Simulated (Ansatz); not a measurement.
# Ligand exchange: BBr3 + C2H5ClSn → BBr2Cl + C2H5BrSn

Species: BBr3 (boron tribromide) `BrB(Br)Br`, singlet; C2H5ClSn `C[CH2][Sn][Cl]`, singlet; BBr2Cl (dibromo(chloro)borane) `ClB(Br)Br`, singlet; C2H5BrSn `C[CH2][Sn][Br]`, singlet. The partners trade Br for Cl: B–Br and Sn–Cl bonds give way to B–Cl and Sn–Br.

Shapes, held fixed at every level: PBE0-D4/def2-TZVP. Flexible molecules stand in one conformer, not always the lowest. Programs: Ansatz 0.2.0. The zero-point and thermal change to 298 K, harmonic and unscaled (PBE0-D4/def2-TZVP), is +0.6 kJ/mol.

```
                level                    kind  ΔH(298 K) (kJ/mol)  less CCSD(T)/def2-TZVPP
     SPW92/def2-TZVPP                     LDA               -25.9                     -3.4
    PBE-D4/def2-TZVPP                     GGA               -24.2                     -1.7
r2SCAN0-D4/def2-TZVPP           global hybrid               -26.5                     -4.0
   wB97M-V/def2-TZVPP  range-separated hybrid               -25.3                     -2.8
       MP2/def2-TZVPP     perturbation theory               -21.7                     +0.8
     CCSD(T)/def2-SVP   coupled cluster or CI               -34.5                    -12.0
        CCSD/def2-SVP   coupled cluster or CI               -35.2                    -12.7
   CCSD(T)/def2-TZVPP   coupled cluster or CI               -22.5                      0.0
```

The highest level, CCSD(T)/def2-TZVPP, gives ΔH(298 K) = -22.5 kJ/mol; the levels span -35.2 to -21.7. The column of differences is taken from that level and isn't an error. No measured value is set beside it here. For atoms past krypton def2 sets carry core potentials with scalar relativity. Relativity is left out for Br. Outer-core shells of Br, Sn are correlated, in sets that cover them unevenly.

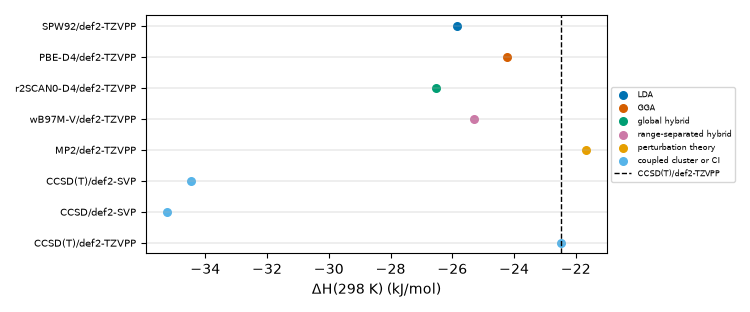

The values of the table, level by level.
